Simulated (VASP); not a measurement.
Energy against volume of ZnSe (zinc blende). Computed with vdW-DF2, VASP's PBE PAW potentials (set 64) (plane waves; VASP).

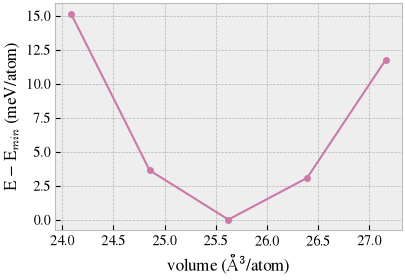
*Energy against volume*

**Question.** Estimate the equilibrium volume and the bulk modulus.

**Answer.** The minimum lies near 25.6 Å³/atom, and the curvature gives B0 of about 46 GPa.

Measured: bulk modulus 62.4 GPa (computed value off by -26.0 %), as given by Cormac Toher et al., Physical Review Materials (2017), arXiv:1611.05714; a 5.668 Å (computed value off by +4.0 %), as given by Martin Albrecht et al., Physical review. B, Condensed matter (1997), arXiv:cond-mat/9706128. The calculation is for a static lattice, while the measured bulk modulus, a hold thermal and zero-point effects, which are part of the difference.

The compound is ZnSe in the zinc blende structure. It was relaxed first, which changed the volume by +12 %.
